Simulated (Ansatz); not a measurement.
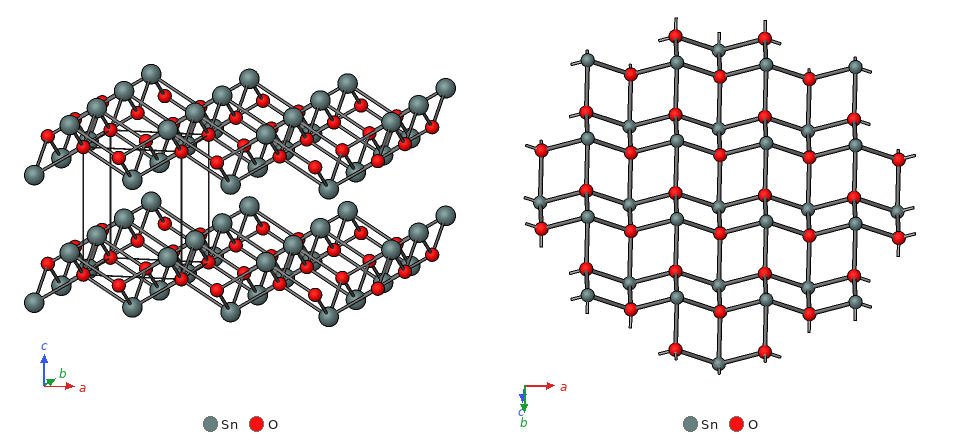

Left: the structure. Right: its underlying net. Nodes are coloured by element. One layer is drawn. Edges to nodes outside the piece are drawn as stubs.

SnO (space group P4/nmm, No. 129): a calculation's input that goes back to an entry of the Crystallography Open Database (an earlier step may have relaxed or displaced it).

Bonds are taken as O–Sn below 2.5 Å; no other contact counts. Atoms with one bond or none are removed and atoms with two bonds are replaced by edges, until no such atom is left.

The result is a uninodal 4-connected, two-periodic (layers) net: Sn and O are 4-connected nodes. It is the sql net, known from the square lattice. The layers lie parallel to (001).

```tsv
node	links	point symbol	coordination sequence
Sn and O	4	4^4.6^2	4 8 12 16 20
```
